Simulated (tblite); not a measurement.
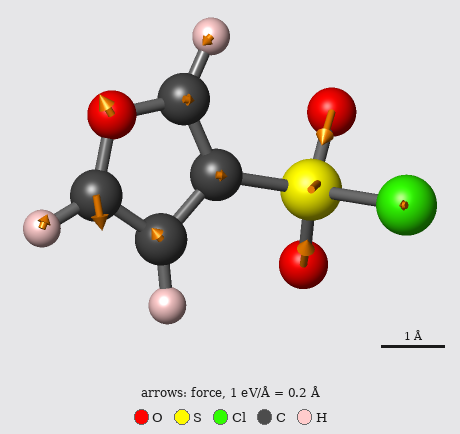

Starting geometry of C4H3ClO3S with the computed forces as orange arrows. The picture is a ball-and-stick view, seen at a tilt.

Level of theory: GFN2-xTB geometry optimisation, gas phase (tblite 0.8.0). 

Question: What follows when this structure is relaxed?

Answer: It isn't relaxed: the largest force vector, on the S atom, is 5.31 eV/Å. The final displacements follow the starting forces only in part (cosine between the two patterns 0.45). The energy falls by 15.6 kcal/mol in 36 geometry steps. The largest move after the best rigid fit is that of the Cl atom, 0.21 Å. By element the largest moves are Cl 0.21 Å, H 0.16 Å, S 0.11 Å, O 0.09 Å, C 0.08 Å. Near-neighbour distances that change, for instance: O–S 1.516 → 1.425 Å, O–S 1.495 → 1.424 Å, C–O 1.307 → 1.344 Å, Cl–S 2.077 → 2.042 Å. Among the angles between lasting bonds that change: O–C–H 128.4° → 117.4°, C–C–H 121.3° → 132.0°, O–S–O 110.2° → 120.1°.
